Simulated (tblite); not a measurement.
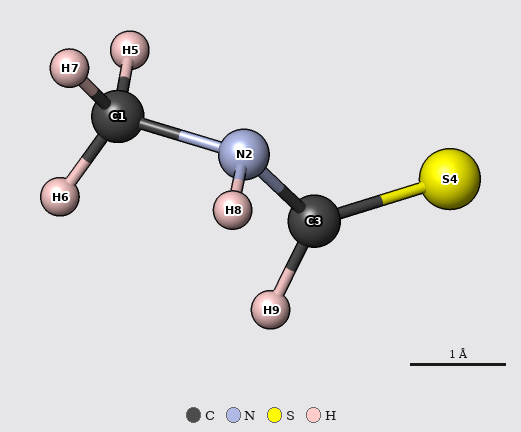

The structure as given in the input (ball-and-stick view, seen at a tilt; atoms are numbered from 1 in the order of the input). Bond lengths as drawn: C–H 1.09 to 1.10 Å, C–N 1.40 to 1.46 Å, C–S 1.62 Å and H–N 1.02 Å.

C2H5NS: saddle-point search

The run: saddle-point search of C2H5NS, SMILES CNC=S. Method and program: GFN2-xTB saddle search (eigenvector following) and harmonic vibrations, gas phase (tblite 0.8.0).

## The input
```
{"job": {"xc": "GFN2-xTB", "basis": "xTB", "kind": "saddle"}, "charge": 0, "multiplicity": 1}
C      0.295084     0.352996     2.144257
N      0.096099     0.194223     0.704082
C      1.283896     0.290629    -0.035895
S      1.918094    -0.856161    -0.986093
H      0.917847    -0.469020     2.495442
H      0.778375     1.300519     2.410653
H     -0.675614     0.293019     2.630811
H     -0.553895     0.914964     0.392504
H      1.788315     1.250561     0.057910
```

The first line tells a small driver script what to run in tblite; the rest is the geometry in Å.

Hardware: 1 CPU thread, shared host.

Launched with:
```bash
OMP_NUM_THREADS=1 python <driver script> task.json out
```

## The program's output
```
step      E/eV     max force
  0    -352.22774   0.5804
  1    -352.25095   0.1555
  2    -352.25190   0.0352
  3    -352.25188   0.0066
  4    -352.25188   0.0014
lowest wavenumbers (cm-1): -337.3 197.4 260.2 379.5 629.0 818.7
```

## Trajectory as extended XYZ (Å, eV, eV/Å), 5 frames, from step=0 to step=4
```
9
Properties=species:S:1:pos:R:3:forces:R:3 step=0 energy=-352.22774
C     0.2951    0.3530    2.1443    0.0630  -0.0730  -0.1570
N     0.0961    0.1942    0.7041   -0.1770  -0.3490   0.0640
C     1.2839    0.2906   -0.0359   -0.0080  -0.0360  -0.1560
S     1.9181   -0.8562   -0.9861   -0.3500   0.2810   0.3680
H     0.9178   -0.4690    2.4954   -0.0130   0.0100   0.0050
H     0.7784    1.3005    2.4107    0.0380   0.0650   0.0300
H    -0.6756    0.2930    2.6308    0.0130   0.0030  -0.0140
H    -0.5539    0.9150    0.3925    0.0020  -0.0910  -0.0960
H     1.7883    1.2506    0.0579    0.4310   0.1910  -0.0430
9
Properties=species:S:1:pos:R:3:forces:R:3 step=1 energy=-352.25095
C     0.2982    0.3379    2.1377    0.0120  -0.0080  -0.0030
N     0.0931    0.2070    0.6996   -0.0120   0.0240  -0.0100
C     1.2808    0.3304   -0.0359    0.0580  -0.0460  -0.0850
S     1.9063   -0.8850   -0.8911   -0.0500   0.1090   0.0990
H     0.9115   -0.4976    2.4734    0.0020   0.0060  -0.0050
H     0.7942    1.2769    2.4227   -0.0020  -0.0070  -0.0030
H    -0.6707    0.2822    2.6283    0.0050  -0.0050   0.0020
H    -0.5661    0.9205    0.3906   -0.0100  -0.0130   0.0040
H     1.8009    1.2993   -0.0116   -0.0020  -0.0610   0.0000
9
Properties=species:S:1:pos:R:3:forces:R:3 step=2 energy=-352.25190
C     0.2990    0.3387    2.1330   -0.0040  -0.0050  -0.0020
N     0.0859    0.2175    0.6952    0.0000  -0.0080   0.0080
C     1.2775    0.3309   -0.0356    0.0150  -0.0190  -0.0200
S     1.9017   -0.8927   -0.8749   -0.0150   0.0210   0.0240
H     0.9280   -0.4900    2.4561   -0.0040   0.0040  -0.0020
H     0.7825    1.2824    2.4228    0.0020  -0.0020   0.0010
H    -0.6649    0.2631    2.6312    0.0030  -0.0010  -0.0050
H    -0.5730    0.9321    0.3899    0.0030   0.0050   0.0020
H     1.8115    1.2898   -0.0040   -0.0010   0.0060  -0.0050
9
Properties=species:S:1:pos:R:3:forces:R:3 step=3 energy=-352.25188
C     0.2992    0.3392    2.1330    0.0000   0.0000   0.0000
N     0.0868    0.2151    0.6957   -0.0050  -0.0010   0.0000
C     1.2780    0.3313   -0.0355   -0.0010   0.0030   0.0000
S     1.9006   -0.8897   -0.8780    0.0020  -0.0060  -0.0020
H     0.9255   -0.4906    2.4583    0.0010  -0.0010   0.0000
H     0.7855    1.2819    2.4214    0.0000   0.0010   0.0000
H    -0.6652    0.2671    2.6304   -0.0010  -0.0010   0.0010
H    -0.5743    0.9272    0.3892    0.0020   0.0010   0.0000
H     1.8119    1.2901   -0.0009    0.0020   0.0050   0.0000
9
Properties=species:S:1:pos:R:3:forces:R:3 step=4 energy=-352.25188
C     0.2992    0.3394    2.1330    0.0000   0.0000   0.0000
N     0.0868    0.2149    0.6957    0.0000   0.0000   0.0000
C     1.2781    0.3313   -0.0356    0.0000  -0.0010   0.0000
S     1.9002   -0.8896   -0.8788    0.0000   0.0000   0.0000
H     0.9257   -0.4902    2.4584    0.0000   0.0000   0.0000
H     0.7854    1.2823    2.4212    0.0000   0.0000   0.0000
H    -0.6651    0.2672    2.6304    0.0000   0.0000   0.0000
H    -0.5745    0.9267    0.3890    0.0000   0.0000   0.0000
H     1.8126    1.2899    0.0003    0.0010   0.0010   0.0000
```

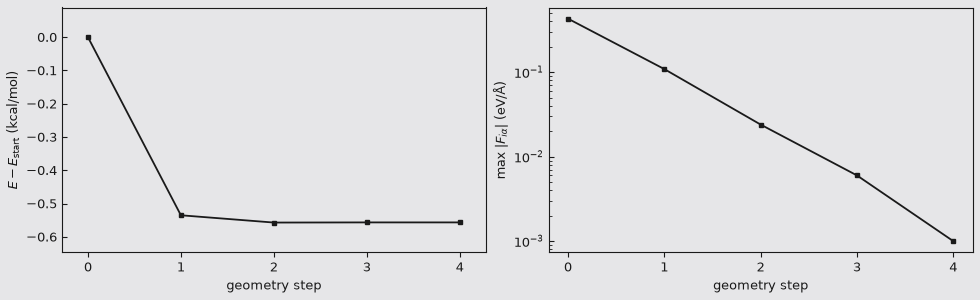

Progress of the saddle-point search, step by step (steps are counted from 0).

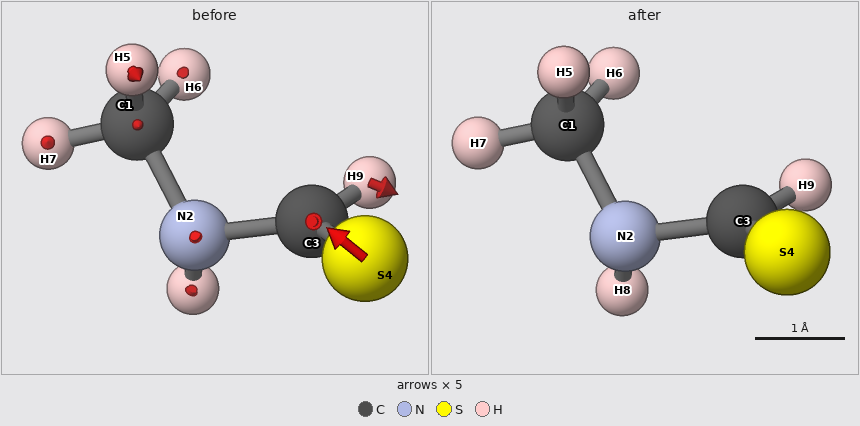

Before (left) and after (right) the saddle-point search, at one scale (ball-and-stick view, seen at a tilt). The red arrows give the displacements, magnified 5 times. After 4 geometry steps the energy has fallen by 0.56 kcal/mol. The largest force component goes from 0.43 to 0.001 eV/Å. S4 moves most after the best rigid fit: 0.11 Å. Largest moves by element: S 0.11 Å, H 0.07 Å, C 0.04 Å, N 0.02 Å. Distances before and after: C3–S4 1.619 → 1.609 Å, C3–H9 1.088 → 1.098 Å, C1–N2 1.463 → 1.458 Å. Among the angles that change: N2–C3–H9 114.0° → 118.0°, N2–C3–S4 126.4° → 122.6°. (Atoms are counted from 1 in the order of the input.)

## Results in brief

| quantity | value |
| --- | --- |
| outcome | converged |
| total energy | −352.2519 eV |
| point group | C1 |
| peak memory | 0.19 GiB |
